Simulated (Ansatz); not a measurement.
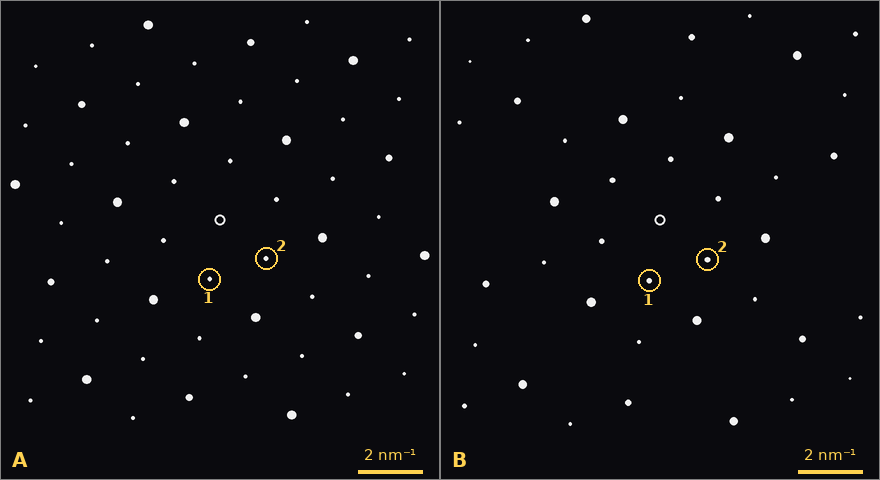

Kinematic electron diffraction patterns (200 kV, B = 0.5 Å², same scale) along [001] of the run's own cell, for the start and the end of one relaxation of Rb2SbF6 with DFT, PAW plane waves, r2scan (Ansatz 0.2.0). k mesh 5×5×6. The start is a generated model structure, and the relaxation ends in the nearest stationary point of its symmetry, not necessarily the ground state. Spot 1 is -1 0 0 and spot 2 is 0 -1 0 in both.

Start structure:

```
Rb F Sb
1.0
     5.95947    0.00000    0.00000
    -2.97974    5.16106    0.00000
     0.00000    0.00000    4.90479
Rb F Sb
2 6 1
Direct
  0.33330 0.66670 0.69500
  0.66670 0.33330 0.30500
  0.14400 0.85600 0.21300
  0.14400 0.28800 0.21300
  0.71200 0.85600 0.21300
  0.85600 0.14400 0.78700
  0.28800 0.14400 0.78700
  0.85600 0.71200 0.78700
  0.00000 0.00000 0.00000
```

Which pattern belongs to the start structure, and which to the relaxed one?

Answer. B is the start: its cell gives d(1) = 5.161 Å, d(2) = 5.161 Å and an angle of 60.0°. A is the relaxed structure, with d(1) = 5.320 Å (+3.1 %), d(2) = 5.320 Å (+3.1 %) and 60.0°.

Name reflections whose intensity changes strongly on relaxation.

Answer. 3 -1 0 comes into sight; 0 1 0 goes from 11 to 5.9 % of the strongest spot.

What did the relaxation do to the structure and the energy?

Answer. The volume changed by +3.8 % to 17.41 Å³ an atom; with the mean shift removed, the atoms moved by up to 0.20 Å relative to the cell (F most); the space group stayed P-3m1 (No. 164); the free energy fell by 370 meV an atom. Relaxed cell: a = 6.143 Å, b = 6.143 Å, c = 4.794 Å, α = 90.00°, β = 90.00°, γ = 120.00°.
